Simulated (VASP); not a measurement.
Band structure of YSe (space group I4_1md). Calculation: PBE GGA, VASP's PBE PAW potentials (set 64) (plane waves; VASP).

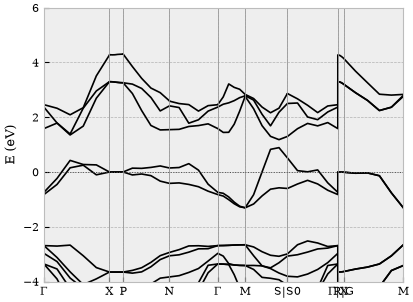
Figure. Bands along high-symmetry lines, zero at the valence-band maximum or, without a gap, the Fermi level

Task: Read the plot: is there a gap, and where are the band edges?

Result: It has no gap at this level: it comes out as a metal or semimetal.

The structure was generated: YSe was put into an ordered model structure, which need not be its known phase. The cell was not relaxed at this level. The k-mesh is coarse (spacing up to 0.48 per Å, 2π included), so the numbers may not be converged in it.
